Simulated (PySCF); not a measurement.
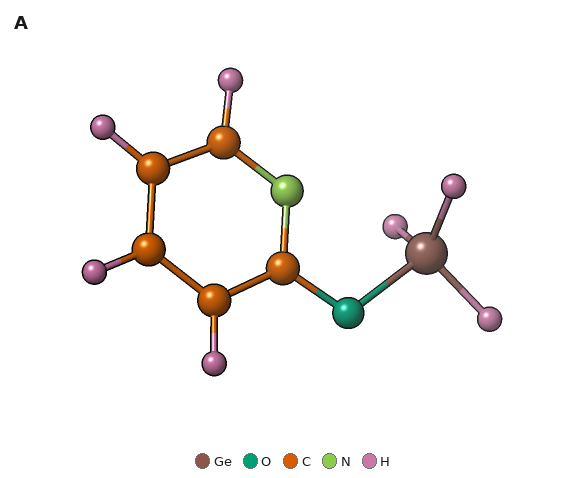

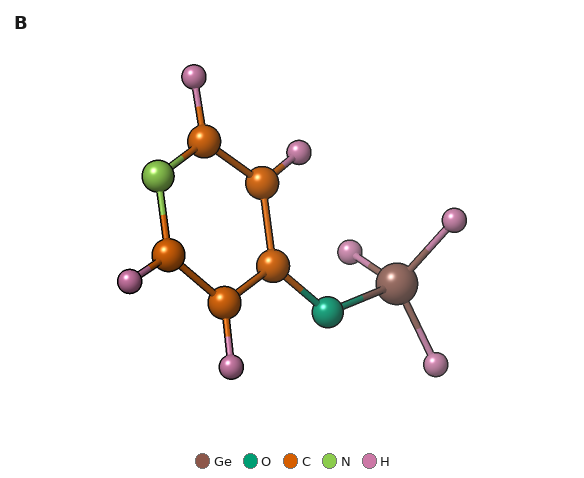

2 stationary structures of one formula. Geometries: GFN2-xTB. Electronic energies: PBE0/pcSseg-1 (PySCF 2.14.0), without zero-point energy. No frequency run is at hand to confirm each as a minimum. Each is one conformer, not always the lowest.

### Are they conformers, stereoisomers or constitutional isomers?

They are constitutional isomers of C5H7GeNO: A `[GeH3][O]c1ccccn1`, B `[GeH3][O]c1ccncc1`.

### Rank them by energy, lowest first.

A is lowest; B lies 0.440 eV above it.

The geometry is semi-empirical. Around Ge such bond lengths and angles can be off by a tenth of an ångström or more and by several degrees, and values that hang on the shape move with them.
